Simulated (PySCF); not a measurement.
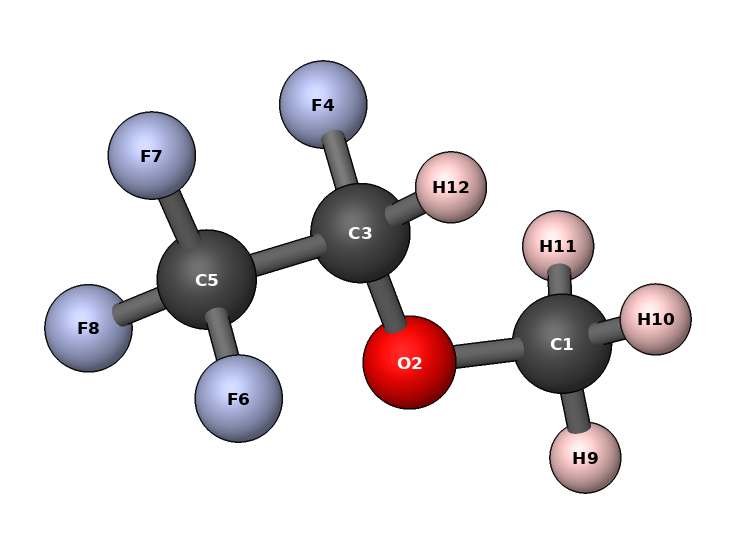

The computed structure is the end point of a GFN2-xTB optimisation. No frequency run is at hand to confirm it as a minimum. Method: GIAO PBE0/pcSseg-1 NMR shielding, non-relativistic, gas phase (PySCF 2.14.0). Principal shieldings σ11 ≤ σ22 ≤ σ33, span Ω = σ33 − σ11, skew κ = 3(σiso − σ22)/Ω.

Give the shielding tensors of the O atoms.

```tsv
atom	σ11	σ22	σ33	σiso	Ω	κ
O2	189.3	292.7	314.3	265.4	125.1	−0.65
```

Shieldings and span in ppm.
